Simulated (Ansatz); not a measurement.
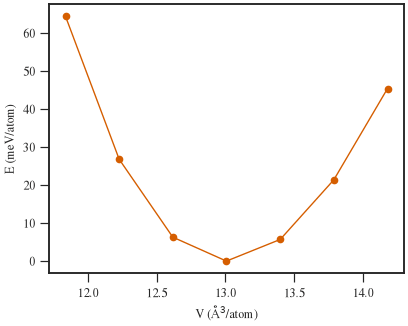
Fig. 1. Si2Ni (fluorite or antifluorite type, Fm-3m) under volume change, the program Ansatz at the r²SCAN level (PAW), scaled uniformly.

What does a third-order Birch–Murnaghan fit give for V₀, B₀ and B′?

V₀ = 13.01 Å³/atom, B₀ = 163 GPa, B′ = 4.9.

The r²SCAN relaxation kept the symmetry of its start. The workflow began spin-polarised and lost its moments.

Potentials: the later of the program's two PAW sets.
